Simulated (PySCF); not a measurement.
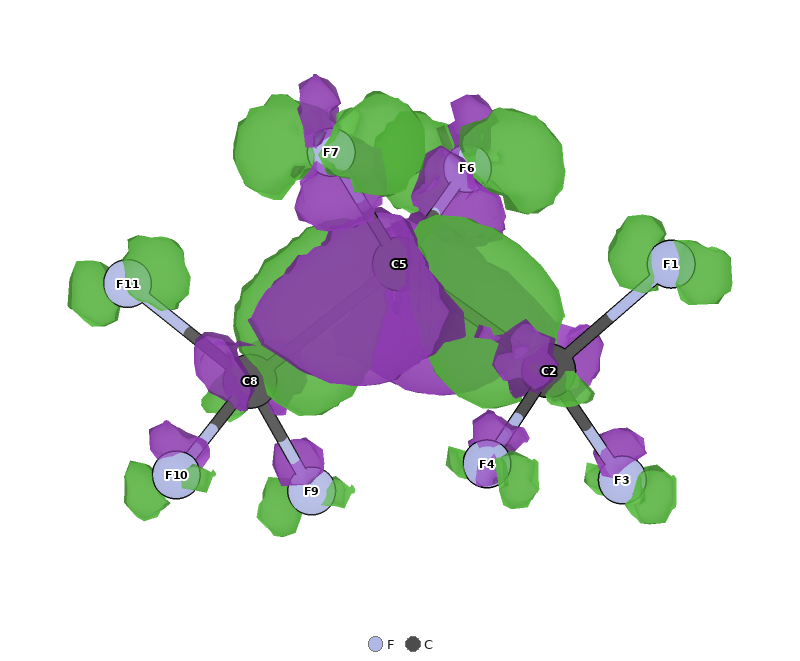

*C3F8, SMILES `FC(F)(F)C(F)(F)C(F)(F)F`. Unrelaxed difference density of T₁ less the ground state (TDA triplet states), ±0.05 e/Å³; purple: gain, green: loss.*

Computed with PySCF, BHandHLYP/cc-pVDZ, geometry: GFN2-xTB. No frequency check shows the geometry to be a minimum. Without diffuse functions Rydberg states are missing, so the states' numbers hold for this basis only.

Input script:

```python
import numpy as np
from pyscf import gto, scf, dft, tdscf
from pyscf.scf import atom_ks, atom_hf
from scipy.linalg import block_diag

def solve(mol, dm0=None, hcore=None):
    mf = (dft.UKS if mol.spin else dft.RKS)(mol, xc='bhandhlyp')
    mf.grids.level = 3
    mf = mf.density_fit(auxbasis='def2-universal-jkfit')
    mf.conv_tol, mf.max_cycle = 1e-8, 80
    if hcore is not None:
        mf.get_hcore = lambda *args: hcore
    mf.kernel(dm0)
    if not mf.converged:
        mf = mf.newton().run(mf.mo_coeff, mf.mo_occ, max_cycle=30)
    assert mf.converged, 'SCF not converged'
    return mf

mol = gto.M(atom='''
F     -2.37003     0.54929    -0.00020
C     -1.30091    -0.23337     0.00199
F     -1.35444    -1.01016     1.07578
F     -1.35425    -1.01022    -1.07597
C      0.00002     0.62514    -0.00004
F      0.00106     1.41830     1.08436
F     -0.00106     1.41826    -1.08441
C      1.30090    -0.23338    -0.00198
F      1.35426    -1.01015     1.07601
F      1.35442    -1.01020    -1.07575
F      2.37003     0.54928     0.00019
''', basis='cc-pvdz', charge=0, spin=0, verbose=4)
mf = solve(mol)
td = mf.TDA()
td.nstates, td.singlet, td.conv_tol = 6, False, 1e-5
td.kernel()
td.analyze()
x, y = np.array([p[0] for p in td.xy]), np.array([p[1] + 0 * p[0] for p in td.xy])
f, mu = np.zeros(len(td.e)), np.zeros((len(td.e), 3))
nto = [td.get_nto(state=i + 1, verbose=4) for i in range(len(td.e))]
# spherically averaged free atoms, for the promolecule
atm = atom_ks.get_atm_nrks(mol, xc='bhandhlyp')
pro = block_diag(*[(atm[a[0]][2] * atm[a[0]][3]) @ atm[a[0]][2].T for a in mol._atom])
np.savez('result.npz', e=td.e, f=f, ok=td.converged, w=[n[0] for n in nto], nto=[n[1] for n in nto], x=x, y=y, c=mf.mo_coeff, occ=mf.mo_occ, eps=mf.mo_energy, pro=pro, mu=mu)
```

Run with:

```sh
OMP_NUM_THREADS=1 python input.py
```

The run took 7.1 min on 1 thread of Intel(R) Xeon(R) Platinum 8259CL CPU @ 2.50GHz (Skylake/Cascade Lake), on a shared host, peak memory 0.89 GiB.

**How does the charge move on excitation?**

0.60 e is displaced in all, mostly between regions of the same atoms. The state: 10.14 eV (122 nm), spin-forbidden from the singlet ground state; the leading pair carries 95 %; hole on C5 (20 %), F6 and F7 (15 % each) and C2 and C8 (12 % each), electron on C5 (31 %), F6 and F7 (13 % each) and C2 and C8 (12 % each); their centroids lie 0.1 Å apart.
